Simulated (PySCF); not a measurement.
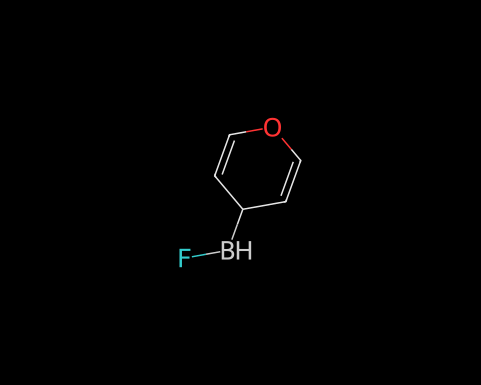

2D structure.

Write the SMILES.

Answer. FBC1C=COC=C1

Give the formula, hydrogens included.

Answer. C5H6BFO.

An optimisation with GFN2-xTB gave a structure of which point group?

Answer. C1. Other conformers may differ.

The parts below concern this one geometry. Atoms keep their numbers from picture to picture. The computed structure is the end point of a GFN2-xTB optimisation. No frequency run is at hand to confirm it as a minimum.

## Dipole moment

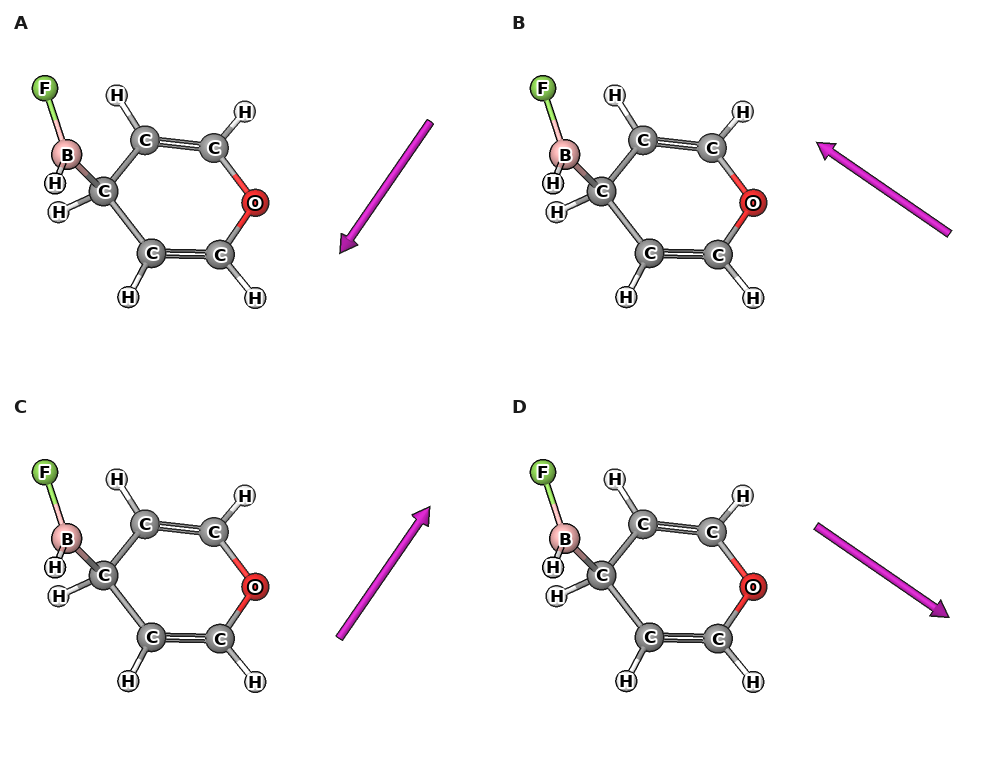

The same molecule four times, each with an arrow. No frequency run is at hand to confirm it as a minimum. Method: CAM-B3LYP/def2-SVPD, gas phase (PySCF 2.14.0).

Which arrow points along the dipole moment, from the negative to the positive end?

Answer. A. The dipole moment is 1.09 D.

## Excitation

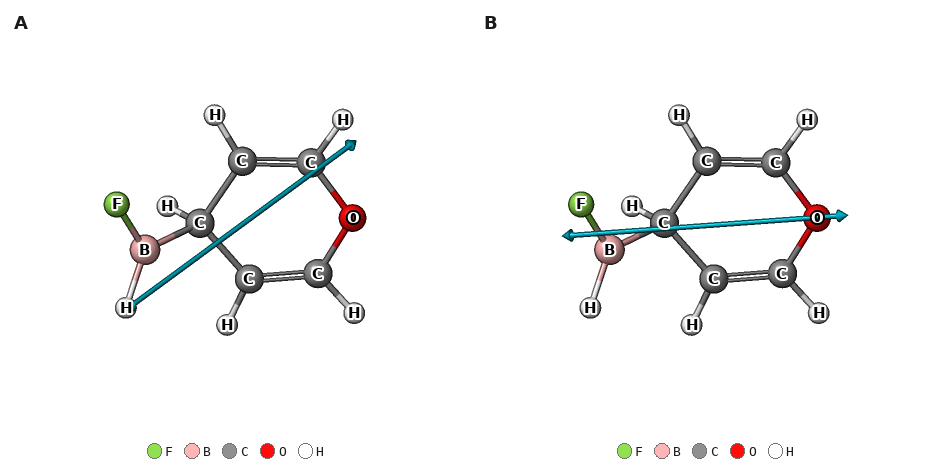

The double arrows show the directions of two transition dipoles from the ground state (lengths mean nothing). No frequency run is at hand to confirm it as a minimum. Level of theory: TDDFT CAM-B3LYP/def2-SVPD, vertical, gas phase, core orbitals frozen in the response (PySCF 2.14.0).

One belongs to singlet state 3 and one to singlet state 5. Which is which?

Answer. A: state 3, 5.81 eV (213 nm), oscillator strength 0.020, mainly HOMO → LUMO+2 (weight 0.59).
B: state 5, 6.74 eV (184 nm), oscillator strength 0.032, mainly HOMO → LUMO+3 (weight 0.56).

## Polarisability

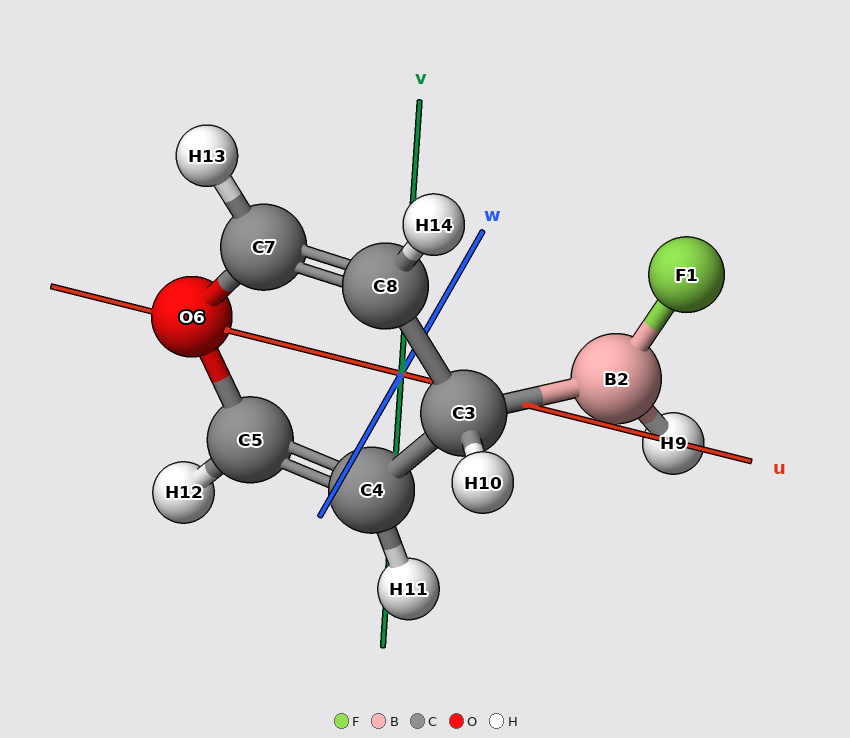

The lines u, v and w are the principal axes of the static dipole polarisability. No frequency run is at hand to confirm it as a minimum. Method: CAM-B3LYP/def2-SVPD (PySCF 2.14.0).

Along which axis is the molecule most polarisable, and along which least?

Answer. Most along u (nearly parallel to the C4–C5 bond), least along w.

Give the three principal values.

Answer. u 86.5, v 71.6, w 52.9 bohr³; mean 70.3, anisotropy 29.2 bohr³.

The geometry is semi-empirical. Around B such bond lengths and angles can be off by a tenth of an ångström or more and by several degrees, and values that hang on the shape move with them.
